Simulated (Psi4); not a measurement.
# One shape, several levels: doublet C3H10Si+

Aim: a comparison of 4 runs (UHF/STO-3G, UB3LYP/6-31G*, UHSE06/cc-pVDZ) of doublet C3H10Si+. 

Program for the calculation: Psi4 1.11.

1 further run of the same task is left out (set aside as unsound or not needed).

### 1 The molecule

The species is C3H10Si+ (14 atoms), meant as a doublet with charge +1. SMILES of the parent species: `C[SiH](C)C`. Geometry: relaxed at PBE0-D4/def2-TZVP. That shape belongs to the parent species and isn't relaxed for this state.

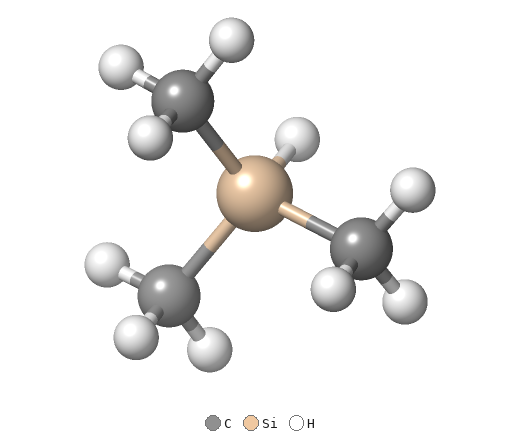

The structure, seen from a chosen angle (carbon grey, silicon light orange, hydrogen white).

### 2 Energy and forces at UHF/STO-3G (run 1)

c3h10si.xyz

```xyz
14
C3H10Si
C     -0.956800     1.082600    -1.038400
Si    -0.338800    -0.014600     0.348900
C      1.239400     0.684100     1.077800
C     -0.051300    -1.756700    -0.277600
H     -1.888100     0.697200    -1.460900
H     -1.145900     2.098700    -0.683100
H     -0.221600     1.141300    -1.845900
H     -1.379500    -0.059300     1.420400
H      2.029000     0.733500     0.322800
H      1.601800     0.063500     1.901200
H      1.081800     1.694100     1.464300
H     -0.968800    -2.184000    -0.689800
H      0.706900    -1.767300    -1.065700
H      0.291900    -2.413100     0.526000
```

run.py

```python
import psi4

psi4.set_memory(1600000000)
psi4.set_num_threads(1)
psi4.set_output_file('output.dat', False)

with open('c3h10si.xyz') as f:
    atoms = ''.join(f.readlines()[2:])
molecule = psi4.geometry('1 2\n' + atoms + 'symmetry c1')

psi4.set_options({
    'reference': 'uhf',
    'puream': True,
    'e_convergence': 1e-09,
    'd_convergence': 1e-08,
    'scf_type': 'pk',
    'maxiter': 200,
})

e, wfn = psi4.gradient('hf/STO-3G', return_wfn=True)
print('gradient / Eh bohr^-1')
print(e.np.round(6))
print(f'energy = {wfn.energy():.10f} Eh')
for k, v in sorted(psi4.core.scalar_variables().items()):
    print(f'{k:45s} {v:18.10f}')
```

Run with:

```sh
python run.py
```

output.dat:

```text
[...]
  Running in c1 symmetry.
[...]
  Nuclear repulsion =  175.332631854346999
[...]
  Multiplicity = 2
[...]
  Nalpha       = 21
  Nbeta        = 20
[...]
    Number of basis functions: 34
[...]
   @UHF iter   1:  -403.31087052855327   -3.75957e+00   7.33539e-03 ADIIS/DIIS
[...]
   @UHF iter  25:  -403.36742635448888   -2.78533e-12   6.39419e-09 DIIS
[...]
   @S^2 Observed:                7.596715102E-01
[...]
    Orbital Energies [Eh]
    ---------------------
    Alpha Occupied:
       1A    -68.290609     2A    -11.354404     3A    -11.211194
       4A    -11.211121     5A     -6.263659     6A     -4.294907
       7A     -4.286219     8A     -4.285909     9A     -1.245337
      10A     -1.122321    11A     -1.088058    12A     -0.889381
      13A     -0.828127    14A     -0.826604    15A     -0.752009
      16A     -0.727744    17A     -0.709235    18A     -0.706204
      19A     -0.690351    20A     -0.616536    21A     -0.605638
    Alpha Virtual:
      22A      0.192181    23A      0.270949    24A      0.279022
      25A      0.292395    26A      0.421363    27A      0.427070
[...]
  @UHF Final Energy:  -403.36742635448888
   => Energetics <=
    Nuclear Repulsion Energy =            175.3326318543469995
    One-Electron Energy =                -894.4160764918700579
    Two-Electron Energy =                 315.7160182830341455
    Total Energy =                       -403.3674263544888845
  UHF NO Occupations:
  HONO-2 :   19  A 1.9993871
  HONO-1 :   20  A 1.9969574
[...]
 Multipole Moments:
 ------------------------------------------------------------------------------------
     Multipole            Electronic (a.u.)      Nuclear  (a.u.)        Total (a.u.)
 ------------------------------------------------------------------------------------
 L = 1.  Multiply by 2.5417464519 to convert [e a0] to [Debye]
 Dipole X            :         -1.5614028            0.9301532           -0.6312496
 Dipole Y            :          0.6795906            0.0400075            0.7195981
 Dipole Z            :          0.2637010           -0.9578712           -0.6941702
 Magnitude           :                                                    1.1824423
[...]
  -Total Gradient:
     Atom            X                  Y                   Z
    ------   -----------------  -----------------  -----------------
       1        0.037618895134    -0.077195772568     0.103104998219
       2       -0.022653545440     0.083763103630    -0.129219831713
       3       -0.007034695982    -0.029953742405     0.018975045234
       4        0.008311894783    -0.000826513276     0.035212837197
       5        0.001501386768     0.019132332464    -0.014069843458
       6       -0.006589845721     0.003907838996    -0.022505441578
       7       -0.012554173733     0.011761325119    -0.009236233022
       8       -0.012911761796    -0.011028700449     0.032152979620
       9        0.004758778039     0.000328305355    -0.006840401448
      10        0.011255565898     0.004510896272     0.004841201592
      11       -0.002623453991     0.007216974775     0.001398774144
      12       -0.007009860373    -0.001103020133    -0.003230845561
[...]
```

On the terminal:

```text
gradient / Eh bohr^-1
[[ 0.037619 -0.077196  0.103105]
 [-0.022654  0.083763 -0.12922 ]
 [-0.007035 -0.029954  0.018975]
 [ 0.008312 -0.000827  0.035213]
 [ 0.001501  0.019132 -0.01407 ]
 [-0.00659   0.003908 -0.022505]
 [-0.012554  0.011761 -0.009236]
 [-0.012912 -0.011029  0.032153]
 [ 0.004759  0.000328 -0.00684 ]
 [ 0.011256  0.004511  0.004841]
 [-0.002623  0.007217  0.001399]
 [-0.00701  -0.001103 -0.003231]
 [ 0.005434  0.00153  -0.006215]
 [ 0.002496 -0.012043 -0.004368]]
energy = -403.3674263545 Eh
CURRENT ENERGY                                   -403.3674263545
CURRENT REFERENCE ENERGY                         -403.3674263545
DD SOLVATION ENERGY                                 0.0000000000
HF KINETIC ENERGY                                 397.8635234841
HF POTENTIAL ENERGY                              -801.2309498386
HF TOTAL ENERGY                                  -403.3674263545
HF VIRIAL RATIO                                     2.0138336453
NUCLEAR REPULSION ENERGY                          175.3326318543
ONE-ELECTRON ENERGY                              -894.4160764919
PCM POLARIZATION ENERGY                             0.0000000000
PE ENERGY                                           0.0000000000
SCF ITERATION ENERGY                             -403.3674263545
SCF ITERATIONS                                     25.0000000000
SCF TOTAL ENERGY                                 -403.3674263545
TWO-ELECTRON ENERGY                               315.7160182830
```

It took 1.6 s on 1 thread of Intel Xeon 6975P-C (Granite Rapids), shared host; peak memory 0.18 GiB.

### 3 The energy at UB3LYP/6-31G(d) (spherical functions) (run 2)

input.inp

```
memory 1600 mb

molecule molecule1 {
  1 2
  C     -1.80808996     2.04581750    -1.96229161
  Si    -0.64023921    -0.02759000     0.65932544
  C      2.34212656     1.29276164     2.03674682
  C     -0.09694295    -3.31968188    -0.52458797
  H     -3.56799190     1.31751705    -2.76070090
  H     -2.16543717     3.96596822    -1.29087192
  H     -0.41876331     2.15674443    -3.48824545
  H     -2.60687719    -0.11206076     2.68416699
  H      3.83425431     1.38611411     0.61000359
  H      3.02696331     0.11999761     3.59274731
  H      2.04430572     3.20138503     2.76712596
  H     -1.83076667    -4.12716186    -1.30353308
  H      1.33584740    -3.33971298    -2.01388113
  H      0.55161106    -4.56009811     0.99399594
  units bohr
  symmetry c1
}

set {
  reference uks
  puream true
  e_convergence 1e-09
  d_convergence 1e-08
  scf_type pk
  dft_radial_points 99
  dft_spherical_points 590
  maxiter 200
}

e_tot, wfn = energy("b3lyp/6-31G*", return_wfn=True)
oeprop(wfn, "WIBERG_LOWDIN_INDICES", "MULLIKEN_CHARGES", "LOWDIN_CHARGES", title="B3LYP")
```

Run with:

```sh
psi4 -n 1 input.inp input.out
```

input.out:

```text
[...]
  Running in c1 symmetry.
[...]
  Nuclear repulsion =  175.332631918618233
[...]
  Multiplicity = 2
[...]
  Nalpha       = 21
  Nbeta        = 20
[...]
    Number of basis functions: 80
[...]
   @UKS iter   1:  -408.99533920014892    6.91038e-02   1.17698e-02 ADIIS/DIIS
[...]
   @UKS iter  20:  -409.47921919733187   -2.84217e-12   8.53374e-09 DIIS
[...]
   @S^2 Observed:                7.544820391E-01
[...]
    Orbital Energies [Eh]
    ---------------------
    Alpha Occupied:
       1A    -66.354197     2A    -10.397874     3A    -10.374357
       4A    -10.374233     5A     -5.512199     6A     -3.874147
       7A     -3.868541     8A     -3.868537     9A     -0.947316
      10A     -0.907574    11A     -0.895413    12A     -0.707526
      13A     -0.638186    14A     -0.632634    15A     -0.619375
      16A     -0.607997    17A     -0.599530    18A     -0.594934
      19A     -0.551645    20A     -0.533365    21A     -0.532556
    Alpha Virtual:
      22A     -0.125684    23A     -0.122752    24A     -0.113833
      25A     -0.080764    26A     -0.060436    27A     -0.054800
[...]
  @UKS Final Energy:  -409.47921919733187
   => Energetics <=
    Nuclear Repulsion Energy =            175.3326319186182332
    One-Electron Energy =                -900.0371999405208499
    Two-Electron Energy =                 348.0791229875883914
    DFT Exchange-Correlation Energy =     -32.8537741630176754
    Empirical Dispersion Energy =           0.0000000000000000
    VV10 Nonlocal Energy =                  0.0000000000000000
    Total Energy =                       -409.4792191973318722
[...]
 Multipole Moments:
 ------------------------------------------------------------------------------------
     Multipole            Electronic (a.u.)      Nuclear  (a.u.)        Total (a.u.)
 ------------------------------------------------------------------------------------
 L = 1.  Multiply by 2.5417464519 to convert [e a0] to [Debye]
 Dipole X            :         -0.6335462            0.9301532            0.2966071
 Dipole Y            :          0.0445656            0.0400075            0.0845731
 Dipole Z            :          0.9169512           -0.9578712           -0.0409200
 Magnitude           :                                                    0.3111315
[...]
  Mulliken Charges: (a.u.)
   Center  Symbol    Alpha    Beta     Spin     Total
       1     C     3.43326  3.24114  0.19211 -0.67440
       2    SI     6.74796  6.56687  0.18109  0.68517
       3     C     3.48387  3.17551  0.30835 -0.65938
       4     C     3.43296  3.24152  0.19144 -0.67448
       5     H     0.38143  0.35617  0.02526  0.26241
       6     H     0.37136  0.37943 -0.00807  0.24921
       7     H     0.38075  0.37390  0.00684  0.24535
       8     H     0.52577  0.46254  0.06323  0.01168
       9     H     0.36541  0.37924 -0.01382  0.25535
      10     H     0.37180  0.35703  0.01477  0.27117
      11     H     0.37178  0.35707  0.01471  0.27115
[...]
```

It took 44 s on 1 thread of Intel Xeon 6975P-C (Granite Rapids), shared host; peak memory 1.1 GiB.

Run 3 isn't shown in full; the table further down has it.

### 4 The energy at UHSE06/cc-pVDZ (run 4)

job.json

```json
{
 "schema_name": "qcschema_input",
 "schema_version": 1,
 "molecule": {
  "schema_name": "qcschema_molecule",
  "schema_version": 2,
  "symbols": ["C", "Si", "C", "C", "H", "H", "H", "H", "H", "H", "H", "H", "H", "H"],
  "geometry": [-1.80808996, 2.0458175, -1.96229161, -0.64023921, -0.02759, 0.65932544, 2.34212656, 1.29276164, 2.03674682, -0.09694295, -3.31968188, -0.52458797, -3.5679919, 1.31751705, -2.7607009, -2.16543717, 3.96596822, -1.29087192, -0.41876331, 2.15674443, -3.48824545, -2.60687719, -0.11206076, 2.68416699, 3.83425431, 1.38611411, 0.61000359, 3.02696331, 0.11999761, 3.59274731, 2.04430572, 3.20138503, 2.76712596, -1.83076667, -4.12716186, -1.30353308, 1.3358474, -3.33971298, -2.01388113, 0.55161106, -4.56009811, 0.99399594],
  "molecular_charge": 1,
  "molecular_multiplicity": 2,
  "fix_symmetry": "c1"
 },
 "driver": "energy",
 "model": {
  "method": "hse06",
  "basis": "cc-pVDZ"
 },
 "keywords": {
  "reference": "uks",
  "puream": true,
  "e_convergence": 1e-09,
  "d_convergence": 1e-08,
  "scf_type": "pk",
  "dft_radial_points": 99,
  "dft_spherical_points": 590,
  "maxiter": 200
 }
}
```

Run with:

```sh
psi4 --qcschema job.json -n 1 --memory 1600MB
```

stdout:

```text
[...]
  Running in c1 symmetry.
[...]
  Nuclear repulsion =  175.332631918618233
[...]
  Multiplicity = 2
[...]
  Nalpha       = 21
  Nbeta        = 20
[...]
    Number of basis functions: 110
[...]
   @UKS iter   1:  -408.71301001368926    1.81197e-01   8.72771e-03 DIIS/ADIIS
[...]
   @UKS iter  23:  -409.21923994710744   -3.63798e-12   2.84010e-09 DIIS
[...]
   @S^2 Observed:                7.560389404E-01
[...]
    Orbital Energies [Eh]
    ---------------------
    Alpha Occupied:
       1A    -66.486733     2A    -10.439237     3A    -10.417844
       4A    -10.417682     5A     -5.549104     6A     -3.886964
       7A     -3.880841     8A     -3.880772     9A     -0.951388
      10A     -0.910837    11A     -0.899242    12A     -0.706321
      13A     -0.632843    14A     -0.626123    15A     -0.614573
      16A     -0.601211    17A     -0.593109    18A     -0.588259
      19A     -0.545398    20A     -0.526800    21A     -0.525919
    Alpha Virtual:
      22A     -0.132443    23A     -0.129319    24A     -0.128507
      25A     -0.101659    26A     -0.071802    27A     -0.067289
[...]
  @UKS Final Energy:  -409.21923994710744
   => Energetics <=
    Nuclear Repulsion Energy =            175.3326319186182332
    One-Electron Energy =                -900.0395866158866056
    Two-Electron Energy =                 346.7145513367570970
    DFT Exchange-Correlation Energy =     -31.2268365865960860
    Empirical Dispersion Energy =           0.0000000000000000
    VV10 Nonlocal Energy =                  0.0000000000000000
    Total Energy =                       -409.2192399471074395
[...]
 Multipole Moments:
 ------------------------------------------------------------------------------------
     Multipole            Electronic (a.u.)      Nuclear  (a.u.)        Total (a.u.)
 ------------------------------------------------------------------------------------
 L = 1.  Multiply by 2.5417464519 to convert [e a0] to [Debye]
 Dipole X            :         -0.6495506            0.9301532            0.2806026
 Dipole Y            :          0.0387796            0.0400075            0.0787871
 Dipole Z            :          0.9132156           -0.9578712           -0.0446556
 Magnitude           :                                                    0.2948548
[...]
```

The result, in JSON:

```text
{
 "driver": "energy",
 "model": {
  "method": "hse06",
  "basis": "cc-pVDZ"
 },
 "success": true,
 "return_result": -409.21923994710744,
 "properties": {
  "calcinfo_nbasis": 110,
  "calcinfo_nmo": 110,
  "calcinfo_nalpha": 21,
  "calcinfo_nbeta": 20,
  "calcinfo_natom": 14,
  "nuclear_repulsion_energy": 175.33263191861823,
  "return_energy": -409.21923994710744,
  "scf_one_electron_energy": -900.0395866158866,
  "scf_two_electron_energy": 346.7145513367571,
  "scf_xc_energy": -31.226836586596086,
  "scf_dipole_moment": [0.28060264674521607, 0.07878711591960008, -0.044655584151447214],
  "scf_total_energy": -409.21923994710744,
  "scf_iterations": 23
 }
}
```

It took 2.3 min on 1 thread of Intel Xeon 6975P-C (Granite Rapids), shared host; peak memory 0.84 GiB.

### 5 Overview of the runs

```csv
run,level,task,integration grid,energy (Eh),HOMO energy (eV),LUMO energy (eV),⟨S²⟩,wall time
1,UHF/STO-3G,gradient,–,-403.367426,-15.91,-7.82,0.760,1.6 s
2,UB3LYP/6-31G* (spherical functions),energy,99 radial × 590 angular,-409.479219,-13.87,-12.62,0.754,44 s
3,UB3LYP/6-31G* (Cartesian functions),gradient,99 radial × 590 angular,-409.483248,-13.87,-12.62,0.754,52 s
4,UHSE06/cc-pVDZ,energy,99 radial × 590 angular,-409.219240,-13.68,-12.81,0.756,2.3 min
```

### 6 What came out

```
                                 quantity          value
                      run 4: total energy  -409.21924 Eh
run 4: HOMO energy (highest over α and β)      -13.68 eV
 run 4: LUMO energy (lowest over α and β)      -12.81 eV
                              run 4: ⟨S²⟩          0.756
```

What this shows: Totals of different functionals can't be ranked against each other. In run 1 the basis is minimal, so the values are rough. All runs together took 3.9 min, the longest 2.3 min.
